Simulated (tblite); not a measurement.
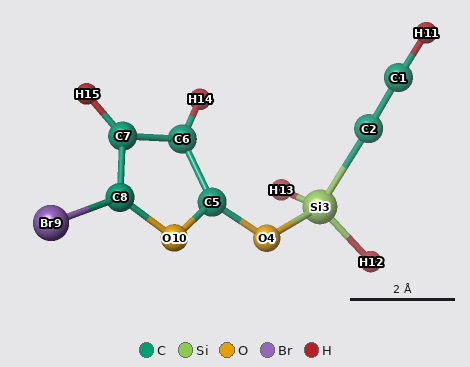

Fig. 1: The structure as given in the input (ball-and-stick view, seen at a tilt; atoms are numbered from 1 in the order of the input).

## Geometry relaxation, with input and output: C$_{6}$H$_{5}$BrO$_{2}$Si (part 1 of 2)

C$_{6}$H$_{5}$BrO$_{2}$Si, SMILES C#C[SiH2]Oc1ccc(Br)o1, computed with GFN2-xTB geometry optimisation, gas phase (tblite 0.8.0).

It belongs to a series of runs on one base structure; here: H on Si replaced by ethynyl.

### Output
```
step      E/eV     max force
  0    -797.31162    1.138
  1    -797.38582    1.459
  2    -797.42501    2.615
  3    -797.48335    0.598
  4    -797.49760    0.375
  5    -797.50966    0.368
  6    -797.52407    0.391
  7    -797.53926    0.399
  8    -797.55315    0.325
  9    -797.56102    0.192
 10    -797.56576    0.202
 11    -797.57010    0.234
 12    -797.57399    0.150
 13    -797.57602    0.131
 14    -797.57710    0.076
 15    -797.57798    0.098
 16    -797.57877    0.090
 17    -797.57926    0.059
 18    -797.57961    0.055
 19    -797.58001    0.074
 20    -797.58054    0.084
 21    -797.58107    0.068
 22    -797.58145    0.051
 23    -797.58173    0.049
 24    -797.58210    0.052
 25    -797.58277    0.074
 26    -797.58376    0.098
 27    -797.58471    0.085
 28    -797.58521    0.047
 29    -797.58539    0.031
 30    -797.58551    0.030
 31    -797.58566    0.034
 32    -797.58578    0.034
 33    -797.58588    0.026
 34    -797.58598    0.027
 35    -797.58610    0.027
 36    -797.58622    0.022
 37    -797.58631    0.018
 38    -797.58636    0.020
 39    -797.58641    0.022
 40    -797.58648    0.024
 41    -797.58658    0.028
 42    -797.58671    0.032
 43    -797.58685    0.030
 44    -797.58698    0.026
 45    -797.58707    0.018
 46    -797.58712    0.018
 47    -797.58715    0.017
 48    -797.58719    0.019
 49    -797.58724    0.020
 50    -797.58729    0.017
 51    -797.58733    0.011
 52    -797.58734    0.009
```

### Trajectory as extended XYZ (Å, eV, eV/Å), 32 of the 53 frames kept, from step=0 to step=52
```
15
Properties=species:S:1:pos:R:3:forces:R:3 step=0 energy=-797.31162
C    -3.1745    0.1272    1.5739   -0.2640   0.0840   0.4950
C    -2.6759    0.0201    0.4845    0.3940   0.0050  -0.2850
Si   -1.8556   -0.1633   -1.1872   -1.0260  -0.2460  -0.3850
O    -0.4246    0.6558   -1.3315   -0.1520  -0.8050   0.7900
C     0.6413    0.3231   -0.5967    0.8620   0.5290  -0.1790
C     0.9741   -0.5907    0.3738   -0.1610   0.2900  -0.3100
C     2.3415   -0.3526    0.6924    0.0540   0.2790  -0.1770
C     2.7548    0.6884   -0.1022   -0.5170  -0.6970   0.4080
Br    4.4976    1.4390   -0.1203   -0.7740  -0.0490  -0.2500
O     1.7211    1.0989   -0.8918    0.6390   0.0630   0.2190
H    -3.6421    0.2346    2.5309    0.2760  -0.0780  -0.5730
H    -2.7994    0.3371   -2.2317    0.6720   0.1360   0.4150
H    -1.6436   -1.6012   -1.4560    0.1360   0.1850   0.1860
H     0.3383   -1.3372    0.8155    0.0630   0.1770  -0.1190
H     2.9425   -0.8712    1.4244   -0.2010   0.1260  -0.2350
15
Properties=species:S:1:pos:R:3:forces:R:3 step=2 energy=-797.42501
C    -3.1717    0.1281    1.5642   -0.9390   0.2120   1.9390
C    -2.6680    0.0232    0.4975    1.1410  -0.2420  -2.3400
Si   -1.9045   -0.1773   -1.2053    0.5350  -0.2280   0.9080
O    -0.4335    0.6121   -1.2888   -0.2200  -0.2220   0.1720
C     0.6803    0.3481   -0.6059   -0.6290  -0.2700   0.0180
C     0.9681   -0.5753    0.3583    0.2540  -0.0370   0.1500
C     2.3383   -0.3489    0.6909   -0.6610  -0.8660   0.5520
C     2.7367    0.6607   -0.0854    0.9170   0.6930  -0.2780
Br    4.4540    1.4363   -0.1344   -0.3770   0.0390  -0.1770
O     1.7550    1.1057   -0.8835   -0.0010   0.3980  -0.3730
H    -3.6314    0.2314    2.5088    0.0630  -0.0100  -0.0650
H    -2.7646    0.3471   -2.2122   -0.1280   0.5490  -0.4600
H    -1.6363   -1.5924   -1.4458    0.0350  -0.1570   0.0820
H     0.3416   -1.3262    0.8078   -0.0230   0.2680  -0.2360
H     2.9315   -0.8645    1.4116    0.0330  -0.1270   0.1080
15
Properties=species:S:1:pos:R:3:forces:R:3 step=3 energy=-797.48335
C    -3.1754    0.1291    1.5712    0.2440  -0.0400  -0.5440
C    -2.6609    0.0219    0.4852   -0.0720   0.0140   0.2520
Si   -1.9014   -0.1805   -1.1979    0.3880  -0.1780   0.3690
O    -0.4362    0.6072   -1.2844   -0.2140  -0.1350   0.0960
C     0.6756    0.3465   -0.6062   -0.1600  -0.0740   0.0250
C     0.9705   -0.5746    0.3589    0.0700  -0.0680   0.1070
C     2.3308   -0.3591    0.6977   -0.1290   0.1990  -0.2300
C     2.7460    0.6674   -0.0880    0.1450  -0.1880   0.2340
Br    4.4472    1.4364   -0.1370   -0.1690   0.1190  -0.1700
O     1.7571    1.1105   -0.8870   -0.1320   0.1120  -0.1600
H    -3.6311    0.2313    2.5090   -0.0590   0.0200   0.1750
H    -2.7638    0.3532   -2.2156    0.0370   0.4340  -0.2650
H    -1.6355   -1.5935   -1.4444    0.0360  -0.1850   0.0750
H     0.3417   -1.3228    0.8049   -0.0790   0.2060  -0.2010
H     2.9311   -0.8651    1.4117    0.0960  -0.2370   0.2370
15
Properties=species:S:1:pos:R:3:forces:R:3 step=5 energy=-797.50966
C    -3.1732    0.1293    1.5647   -0.0220   0.0120   0.0390
C    -2.6561    0.0214    0.4838   -0.0120  -0.0200   0.1110
Si   -1.8945   -0.1900   -1.1865   -0.0560  -0.0780  -0.1600
O    -0.4446    0.5959   -1.2739    0.0750   0.0530   0.0270
C     0.6740    0.3465   -0.6061   -0.0190   0.0070   0.0140
C     0.9713   -0.5730    0.3587    0.0420   0.0430  -0.0080
C     2.3280   -0.3595    0.6978    0.1350  -0.0270   0.0780
C     2.7498    0.6633   -0.0828   -0.1770   0.0340  -0.0970
Br    4.4338    1.4416   -0.1467    0.0100   0.1670  -0.1460
O     1.7569    1.1144   -0.8907   -0.0880  -0.1410   0.0940
H    -3.6302    0.2314    2.5094    0.0430   0.0040  -0.0550
H    -2.7550    0.3733   -2.2226    0.2900   0.2180   0.0630
H    -1.6329   -1.6011   -1.4394    0.0210  -0.2050   0.0680
H     0.3376   -1.3132    0.7956   -0.1830   0.0340  -0.0820
H     2.9307   -0.8722    1.4169   -0.0600  -0.1000   0.0520
15
Properties=species:S:1:pos:R:3:forces:R:3 step=7 energy=-797.53926
C    -3.1724    0.1309    1.5595   -0.1570   0.0260   0.3660
C    -2.6469    0.0183    0.4873    0.0850  -0.1040  -0.2380
Si   -1.8934   -0.2121   -1.1832   -0.1680   0.0290  -0.2770
O    -0.4535    0.5795   -1.2530    0.1480   0.2240  -0.1730
C     0.6739    0.3477   -0.6038   -0.0240  -0.0430   0.0640
C     0.9743   -0.5676    0.3577    0.0320  -0.1210   0.1370
C     2.3319   -0.3648    0.7054   -0.0130   0.0340  -0.0530
C     2.7437    0.6590   -0.0813   -0.0580   0.0360  -0.0550
Br    4.4092    1.4631   -0.1752    0.1270   0.1710  -0.1060
O     1.7532    1.1120   -0.8898   -0.0530  -0.0770   0.0640
H    -3.6249    0.2318    2.5048    0.0120   0.0280  -0.0030
H    -2.7137    0.4226   -2.2257    0.3420   0.0130   0.2040
H    -1.6267   -1.6281   -1.4252   -0.0410  -0.1060   0.0410
H     0.3171   -1.2944    0.7740   -0.1740  -0.0990   0.0500
H     2.9237   -0.8898    1.4269   -0.0560  -0.0110  -0.0190
15
Properties=species:S:1:pos:R:3:forces:R:3 step=8 energy=-797.55315
C    -3.1727    0.1317    1.5593   -0.0750   0.0010   0.2150
C    -2.6428    0.0143    0.4884    0.0320  -0.1220  -0.2050
Si   -1.8934   -0.2231   -1.1872   -0.0670   0.0600  -0.1470
O    -0.4548    0.5781   -1.2481    0.0720   0.1490  -0.1840
C     0.6714    0.3457   -0.6001    0.0020  -0.0580   0.0820
C     0.9762   -0.5685    0.3610   -0.0600  -0.1230   0.1010
C     2.3350   -0.3667    0.7085   -0.0880   0.0340  -0.0840
C     2.7398    0.6588   -0.0824    0.0580   0.0130   0.0070
Br    4.4008    1.4797   -0.1932    0.0650   0.1160  -0.0810
O     1.7476    1.1083   -0.8882    0.0130  -0.0050   0.0350
H    -3.6228    0.2330    2.5045   -0.0060   0.0390   0.0310
H    -2.6841    0.4503   -2.2238    0.2760  -0.0400   0.1670
H    -1.6247   -1.6465   -1.4167   -0.0720   0.0130   0.0280
H     0.3011   -1.2868    0.7634   -0.1010  -0.1390   0.1180
H     2.9189   -0.9004    1.4326   -0.0500   0.0620  -0.0810
15
Properties=species:S:1:pos:R:3:forces:R:3 step=10 energy=-797.56576
C    -3.1723    0.1313    1.5610    0.0740  -0.0390  -0.0900
C    -2.6428    0.0056    0.4871   -0.0840  -0.0890   0.0210
Si   -1.8914   -0.2285   -1.1942    0.1420   0.0160   0.1430
O    -0.4519    0.5844   -1.2540    0.0110  -0.0530  -0.0490
C     0.6674    0.3413   -0.5941    0.0100  -0.0030   0.0110
C     0.9731   -0.5748    0.3676   -0.1040   0.0100  -0.0390
C     2.3347   -0.3670    0.7078   -0.1140  -0.0120  -0.0390
C     2.7395    0.6600   -0.0837    0.0460  -0.0330   0.0430
Br    4.3986    1.4981   -0.2106   -0.0590   0.0250  -0.0470
O     1.7424    1.1041   -0.8848    0.0320   0.0230   0.0200
H    -3.6219    0.2362    2.5071    0.0130   0.0340  -0.0050
H    -2.6497    0.4706   -2.2168    0.0950   0.0320  -0.0290
H    -1.6274   -1.6597   -1.4092   -0.0760   0.1080   0.0120
H     0.2843   -1.2883    0.7619    0.0270  -0.1010   0.1320
H     2.9130   -0.9053    1.4331   -0.0130   0.0810  -0.0850
15
Properties=species:S:1:pos:R:3:forces:R:3 step=12 energy=-797.57399
C    -3.1690    0.1284    1.5611    0.0600  -0.0360  -0.0900
C    -2.6477   -0.0076    0.4842   -0.0720  -0.0420   0.0980
Si   -1.8824   -0.2297   -1.1906    0.0910   0.0390   0.1130
O    -0.4466    0.5850   -1.2616   -0.0030  -0.0750   0.0110
C     0.6653    0.3403   -0.5915    0.0390  -0.0140   0.0100
C     0.9630   -0.5800    0.3707   -0.0090   0.1040  -0.0900
C     2.3264   -0.3681    0.7047   -0.0290  -0.0370   0.0340
C     2.7410    0.6584   -0.0820   -0.0830  -0.0280  -0.0020
Br    4.3930    1.5118   -0.2252   -0.0920  -0.0360  -0.0030
O     1.7417    1.1025   -0.8803   -0.0430   0.0100  -0.0140
H    -3.6197    0.2409    2.5069    0.0270   0.0190  -0.0380
H    -2.6187    0.4847   -2.2126    0.0140   0.0540  -0.0900
H    -1.6352   -1.6598   -1.4035   -0.0380   0.0410  -0.0060
H     0.2764   -1.2971    0.7715    0.1060   0.0050   0.0580
H     2.9078   -0.9018    1.4263    0.0330  -0.0050   0.0100
15
Properties=species:S:1:pos:R:3:forces:R:3 step=13 energy=-797.57602
C    -3.1675    0.1270    1.5608    0.0180  -0.0230  -0.0120
C    -2.6496   -0.0125    0.4837   -0.0260  -0.0340   0.0440
Si   -1.8787   -0.2295   -1.1870    0.0070   0.0510   0.0180
O    -0.4452    0.5826   -1.2627    0.0320  -0.0310   0.0100
C     0.6659    0.3403   -0.5909   -0.0220   0.0300  -0.0570
C     0.9599   -0.5794    0.3697    0.0020  -0.0070   0.0150
C     2.3227   -0.3692    0.7043    0.0460  -0.0160   0.0480
C     2.7398    0.6568   -0.0811   -0.0880  -0.0010  -0.0230
Br    4.3883    1.5148   -0.2298   -0.0750  -0.0440   0.0110
O     1.7414    1.1028   -0.8793   -0.0550  -0.0020  -0.0170
H    -3.6182    0.2426    2.5055    0.0160   0.0170  -0.0170
H    -2.6087    0.4901   -2.2131    0.0230   0.0280  -0.0550
H    -1.6382   -1.6585   -1.4018   -0.0270   0.0080  -0.0110
H     0.2767   -1.2993    0.7754    0.1190   0.0530   0.0150
H     2.9070   -0.9007    1.4243    0.0300  -0.0300   0.0320
15
Properties=species:S:1:pos:R:3:forces:R:3 step=15 energy=-797.57798
C    -3.1661    0.1250    1.5610   -0.0220  -0.0060   0.0620
C    -2.6514   -0.0176    0.4841    0.0260  -0.0240  -0.0400
Si   -1.8767   -0.2270   -1.1840   -0.0660   0.0140  -0.0710
O    -0.4436    0.5794   -1.2632   -0.0080   0.0300  -0.0360
C     0.6658    0.3407   -0.5922   -0.0200  -0.0300   0.0090
C     0.9591   -0.5782    0.3693    0.0530  -0.0120   0.0350
C     2.3215   -0.3704    0.7057    0.0380   0.0250   0.0060
C     2.7353    0.6556   -0.0812   -0.0140   0.0210  -0.0120
Br    4.3810    1.5143   -0.2322   -0.0250  -0.0220   0.0110
O     1.7391    1.1033   -0.8798   -0.0220  -0.0080  -0.0110
H    -3.6165    0.2446    2.5040   -0.0040   0.0140   0.0260
H    -2.6010    0.4948   -2.2161    0.0370   0.0070  -0.0140
H    -1.6416   -1.6567   -1.4013   -0.0240   0.0070  -0.0110
H     0.2826   -1.2986    0.7792    0.0380   0.0070   0.0220
H     2.9080   -0.9014    1.4247    0.0140  -0.0220   0.0240
15
Properties=species:S:1:pos:R:3:forces:R:3 step=17 energy=-797.57926
C    -3.1652    0.1227    1.5625   -0.0030  -0.0040   0.0090
C    -2.6526   -0.0231    0.4844    0.0120   0.0010  -0.0070
Si   -1.8778   -0.2244   -1.1858   -0.0440  -0.0210  -0.0330
O    -0.4430    0.5794   -1.2666   -0.0280  -0.0110   0.0060
C     0.6640    0.3384   -0.5920   -0.0120  -0.0190   0.0110
C     0.9614   -0.5780    0.3710    0.0080  -0.0190   0.0210
C     2.3233   -0.3697    0.7073    0.0100   0.0250  -0.0090
C     2.7313    0.6565   -0.0822    0.0390   0.0180   0.0090
Br    4.3749    1.5134   -0.2337    0.0260   0.0120   0.0000
O     1.7351    1.1026   -0.8806    0.0140  -0.0130   0.0040
H    -3.6157    0.2472    2.5051    0.0020   0.0030   0.0200
H    -2.5925    0.4998   -2.2200    0.0030   0.0250  -0.0350
H    -1.6461   -1.6553   -1.4016   -0.0220   0.0120  -0.0160
H     0.2888   -1.2983    0.7840   -0.0050  -0.0260   0.0320
H     2.9097   -0.9033    1.4264   -0.0020   0.0170  -0.0120
15
Properties=species:S:1:pos:R:3:forces:R:3 step=18 energy=-797.57961
C    -3.1649    0.1219    1.5631    0.0070  -0.0050  -0.0150
C    -2.6528   -0.0248    0.4845   -0.0020   0.0100   0.0140
Si   -1.8792   -0.2240   -1.1873   -0.0240  -0.0130  -0.0040
O    -0.4433    0.5793   -1.2677   -0.0220  -0.0350   0.0320
C     0.6631    0.3372   -0.5916   -0.0030  -0.0090   0.0060
C     0.9621   -0.5785    0.3720   -0.0110  -0.0110   0.0070
C     2.3242   -0.3689    0.7075   -0.0020   0.0120  -0.0030
C     2.7310    0.6573   -0.0824    0.0280   0.0090   0.0090
Br    4.3739    1.5137   -0.2343    0.0390   0.0210  -0.0030
O     1.7342    1.1019   -0.8806    0.0110  -0.0130   0.0040
H    -3.6154    0.2481    2.5060    0.0100  -0.0020   0.0050
H    -2.5894    0.5020   -2.2219   -0.0120   0.0310  -0.0440
H    -1.6481   -1.6547   -1.4020   -0.0200   0.0020  -0.0200
H     0.2903   -1.2990    0.7864   -0.0010  -0.0230   0.0280
H     2.9100   -0.9034    1.4265    0.0010   0.0250  -0.0150
15
Properties=species:S:1:pos:R:3:forces:R:3 step=20 energy=-797.58054
C    -3.1641    0.1196    1.5644    0.0130   0.0020  -0.0340
C    -2.6532   -0.0283    0.4848   -0.0250   0.0220   0.0210
Si   -1.8849   -0.2235   -1.1913    0.0130   0.0220   0.0330
O    -0.4455    0.5761   -1.2675    0.0090  -0.0560   0.0620
C     0.6611    0.3336   -0.5902    0.0160   0.0050   0.0030
C     0.9636   -0.5802    0.3750   -0.0270   0.0030  -0.0090
C     2.3258   -0.3662    0.7081   -0.0180  -0.0200   0.0130
C     2.7315    0.6595   -0.0823   -0.0200  -0.0110  -0.0040
Br    4.3739    1.5154   -0.2357    0.0410   0.0280  -0.0070
O     1.7326    1.0996   -0.8807   -0.0130  -0.0050  -0.0040
H    -3.6136    0.2501    2.5081    0.0270  -0.0140  -0.0210
H    -2.5832    0.5092   -2.2298   -0.0230   0.0220  -0.0290
H    -1.6546   -1.6529   -1.4050   -0.0230  -0.0250  -0.0310
H     0.2948   -1.3021    0.7943    0.0140   0.0010   0.0080
H     2.9113   -0.9019    1.4259    0.0160   0.0250  -0.0010
15
Properties=species:S:1:pos:R:3:forces:R:3 step=22 energy=-797.58145
C    -3.1633    0.1177    1.5649    0.0010   0.0130  -0.0100
C    -2.6541   -0.0298    0.4849   -0.0250   0.0220  -0.0250
Si   -1.8916   -0.2218   -1.1944    0.0200   0.0160   0.0080
O    -0.4479    0.5691   -1.2630    0.0220  -0.0120   0.0250
C     0.6603    0.3299   -0.5885    0.0130  -0.0030   0.0140
C     0.9646   -0.5817    0.3780    0.0050   0.0000   0.0090
C     2.3266   -0.3641    0.7092    0.0020  -0.0140   0.0090
C     2.7317    0.6612   -0.0823   -0.0240  -0.0140  -0.0150
Br    4.3763    1.5178   -0.2366   -0.0070   0.0080  -0.0080
O     1.7309    1.0973   -0.8813   -0.0170   0.0010  -0.0030
H    -3.6101    0.2509    2.5092    0.0240  -0.0190  -0.0100
H    -2.5798    0.5168   -2.2397   -0.0040  -0.0080   0.0260
H    -1.6630   -1.6519   -1.4106   -0.0360  -0.0170  -0.0320
H     0.3010   -1.3051    0.8029    0.0020   0.0100  -0.0100
H     2.9141   -0.8984    1.4255    0.0250   0.0150   0.0200
15
Properties=species:S:1:pos:R:3:forces:R:3 step=23 energy=-797.58173
C    -3.1630    0.1175    1.5646   -0.0030   0.0150  -0.0010
C    -2.6550   -0.0294    0.4843   -0.0200   0.0200  -0.0400
Si   -1.8930   -0.2209   -1.1949    0.0130  -0.0040  -0.0100
O    -0.4482    0.5666   -1.2608    0.0130   0.0100   0.0010
C     0.6605    0.3289   -0.5878    0.0040  -0.0090   0.0170
C     0.9649   -0.5820    0.3790    0.0200  -0.0040   0.0190
C     2.3268   -0.3639    0.7097    0.0180  -0.0010   0.0030
C     2.7313    0.6613   -0.0826   -0.0040  -0.0080  -0.0120
Br    4.3770    1.5186   -0.2368   -0.0300  -0.0020  -0.0070
O     1.7302    1.0968   -0.8816   -0.0070   0.0000   0.0030
H    -3.6086    0.2505    2.5092    0.0170  -0.0170   0.0030
H    -2.5796    0.5185   -2.2419    0.0050  -0.0150   0.0400
H    -1.6662   -1.6520   -1.4131   -0.0400  -0.0010  -0.0280
H     0.3027   -1.3056    0.8049   -0.0090   0.0050  -0.0090
H     2.9156   -0.8969    1.4258    0.0230   0.0120   0.0210
15
Properties=species:S:1:pos:R:3:forces:R:3 step=25 energy=-797.58277
C    -3.1619    0.1181    1.5629   -0.0020   0.0120   0.0020
C    -2.6602   -0.0268    0.4796   -0.0110   0.0120  -0.0450
Si   -1.8961   -0.2190   -1.1974   -0.0110  -0.0550  -0.0400
O    -0.4480    0.5592   -1.2538   -0.0200   0.0460  -0.0540
C     0.6611    0.3245   -0.5835   -0.0180  -0.0130   0.0160
C     0.9675   -0.5839    0.3841    0.0400  -0.0120   0.0290
C     2.3293   -0.3632    0.7117    0.0460   0.0270  -0.0080
C     2.7298    0.6611   -0.0844    0.0540   0.0060   0.0100
Br    4.3765    1.5219   -0.2393   -0.0680  -0.0200  -0.0080
O     1.7269    1.0944   -0.8820    0.0310  -0.0120   0.0200
H    -3.6017    0.2480    2.5097    0.0000  -0.0100   0.0270
H    -2.5766    0.5247   -2.2462    0.0130  -0.0140   0.0500
H    -1.6807   -1.6527   -1.4236   -0.0390   0.0340  -0.0140
H     0.3074   -1.3074    0.8115   -0.0270  -0.0130   0.0010
H     2.9223   -0.8910    1.4287    0.0120   0.0100   0.0130
15
Properties=species:S:1:pos:R:3:forces:R:3 step=27 energy=-797.58471
C    -3.1588    0.1193    1.5588    0.0070  -0.0010  -0.0120
C    -2.6737   -0.0220    0.4672   -0.0110   0.0010  -0.0010
Si   -1.9037   -0.2179   -1.2059   -0.0220  -0.0570  -0.0280
O    -0.4485    0.5450   -1.2424   -0.0360   0.0320  -0.0700
C     0.6605    0.3133   -0.5725   -0.0230   0.0020  -0.0050
C     0.9752   -0.5892    0.3980    0.0200  -0.0010   0.0030
C     2.3381   -0.3600    0.7166    0.0300   0.0210   0.0060
C     2.7292    0.6613   -0.0880    0.0640   0.0050   0.0410
Br    4.3699    1.5300   -0.2475   -0.0460  -0.0070  -0.0170
O     1.7206    1.0872   -0.8810    0.0520  -0.0240   0.0260
H    -3.5854    0.2427    2.5125   -0.0080   0.0000   0.0190
H    -2.5647    0.5412   -2.2537   -0.0080   0.0090   0.0230
H    -1.7179   -1.6528   -1.4483   -0.0150   0.0320   0.0010
H     0.3167   -1.3128    0.8283   -0.0070  -0.0120   0.0110
H     2.9382   -0.8770    1.4359    0.0050   0.0010   0.0030
```
